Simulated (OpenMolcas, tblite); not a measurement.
A ladder of methods for BSiH3ClO (SMILES [SiH3]O[B]Cl)

The species is BSiH3ClO (7 atoms), meant as a doublet with charge 0. As SMILES, `[SiH3]O[B]Cl`. The coordinates come from a PBE0-D4/def2-TZVP relaxation. This is one conformer, not always the lowest.

```xyz
7

Si   -0.5730    0.7754    0.3748
O     0.0449   -0.6484   -0.2336
B     1.2562   -1.0421   -0.5966
Cl    1.6050   -2.6368   -1.2191
H    -1.2013    0.4568    1.6761
H     0.5156    1.7666    0.5412
H    -1.5863    1.2604   -0.5884
```

Each level gives the dipole moment (D). The values are calculated.

```csv
level,kind,program,value (D),CPU time
IPEA1-xTB,semi-empirical,tblite,1.75,under 2 s
UHF/cc-pVDZ,Hartree–Fock,OpenMolcas,2.40,4.6 s
USVWN5/cc-pVDZ,LDA,OpenMolcas,2.09,14 s
UPBE/cc-pVDZ,GGA,OpenMolcas,2.08,22 s
UM06-L/cc-pVDZ,meta-GGA,OpenMolcas,2.30,28 s
UPBE0/cc-pVDZ,global hybrid,OpenMolcas,2.21,22 s
```

The values span 1.75 to 2.40 D. Magnitudes only. Times are those of the runs behind each value, whatever else they computed, on shared processors of several kinds: orders of magnitude only.

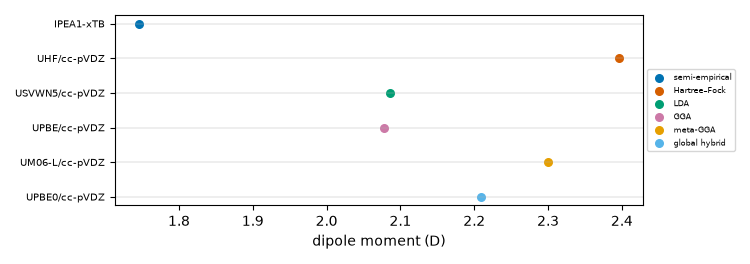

The values of the table, level by level.
